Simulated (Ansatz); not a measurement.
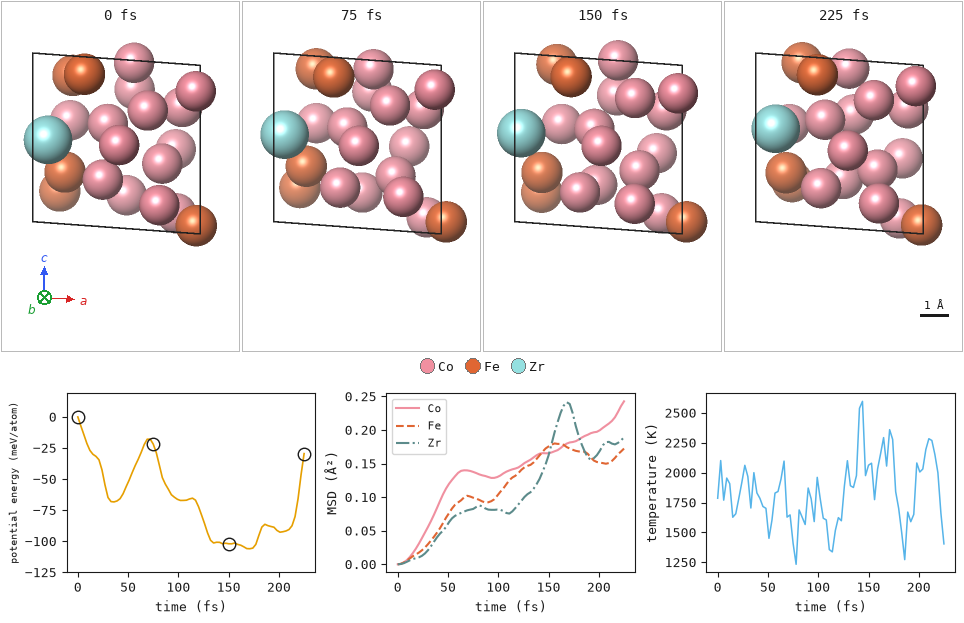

First-principles dynamics of an amorphous cell of composition ZrFe5Co14 (20 atoms in the cell), 225 fs long. It starts from the last geometry of an earlier run, with fresh velocities. Frames and the history of the run. The picture is a spheres-only view of the simulation cell, seen along the b axis.

Level of theory: Ansatz, DFT PBE, scalar-relativistic, plane waves, PAW. Run with plane-wave cutoff 420 eV; k-point mesh 1 × 1 × 1; Fermi-Dirac smearing 0.162 eV; set temperature 1880 K; time step 3 fs.

Input file:
```yaml
crystal:
  lattice:
    - [6.044988, -0.058759, -0.221645]
    - [-0.058759, 6.48541, -0.024563]
    - [-0.221645, -0.024563, 6.070872]
  atoms:
    - { symbol: Co, position: [0.7560990761, 0.1026112547, 0.1528998597] }
    - { symbol: Co, position: [0.8944830452, 0.5745687316, 0.7451382108] }
    - { symbol: Co, position: [0.8542808564, 0.8964639186, 0.4912955802] }
    - { symbol: Co, position: [0.4191314258, 0.3150391165, 0.2799305615] }
    - { symbol: Co, position: [0.7741790904, 0.4426475277, 0.4005281789] }
    - { symbol: Co, position: [0.6055542908, 0.4787343703, 0.9863231029] }
    - { symbol: Co, position: [0.2242274824, 0.8829760766, 0.6174954083] }
    - { symbol: Co, position: [0.5613221988, 0.828653728, 0.1977056354] }
    - { symbol: Co, position: [0.6088075535, 0.8353357288, 0.8291644006] }
    - { symbol: Co, position: [0.8584328218, 0.6844818394, 0.1118926807] }
    - { symbol: Co, position: [0.6873720959, 0.2362087057, 0.7091595069] }
    - { symbol: Co, position: [0.9740164056, 0.014695979, 0.844221442] }
    - { symbol: Co, position: [0.516317101, 0.0346679664, 0.491908205] }
    - { symbol: Co, position: [0.4490922718, 0.5285103322, 0.6121320298] }
    - { symbol: Fe, position: [0.1622817045, 0.9593646693, 0.193678089] }
    - { symbol: Fe, position: [0.3096240085, 0.1542534866, 0.8968184279] }
    - { symbol: Fe, position: [0.2406765093, 0.644388006, 0.8848634082] }
    - { symbol: Fe, position: [0.9771161418, 0.3120046821, 0.0472481745] }
    - { symbol: Fe, position: [0.1932726138, 0.580201333, 0.308404798] }
    - { symbol: Zr, position: [0.091554346, 0.2352188142, 0.4917495922] }
  symmetry: { detect: false }
basis:
  ecutwfc: 420
  xc_grid: 1
kpoints:
  mp_grid: { grid: [1, 1, 1], shift: [0.25, 0.25, 0.25] }
hamiltonian:
  xc: pbe
scf:
  occupations: { method: fermi_dirac, width: 0.162 }
  lower_state_search: "off"
  convergence: { dr2_threshold: 1.0e-05 }
output:
  forces: true
  stress: true
md:
  timestep: 3.0
  n_steps: 75
  ensemble: nvt_langevin
  friction: 0.03
  temperature: 1880.0
  initial_velocities: maxwell_boltzmann
  seed: 88871
```

Command:
```bash
ansatz run input.yaml --threads 2 --pin off --max-ram 5120MiB --backend cpu --events-out ev --progress --plain --runs-dir out
```

> What do the frames and curves show?

Root-mean-square distances from the starting positions over the second half, with the common drift of all atoms taken out: Co 0.43 Å, Zr 0.40 Å, Fe 0.40 Å. Against the typical shortest distance between atoms in the first frame, about 2.2 Å these are large excursions, but over 225 fs one can't yet tell strong vibration from the start of diffusion. Over the second half the temperature averages 1929 K (spread ±318 K). The potential energy in the second half lies on average 89.6 meV per atom below the first frame. The mean pressure there is −1.2 GPa.

Limits of the set-up: the k-point mesh is coarse for a cell with partly filled bands; the periodic images lie only 6.0 Å apart, so the values are limited by the cell's size.

The run took 5.4 min on 2 threads of Arm Neoverse V1, with other jobs on the host, peak memory 0.61 GiB.
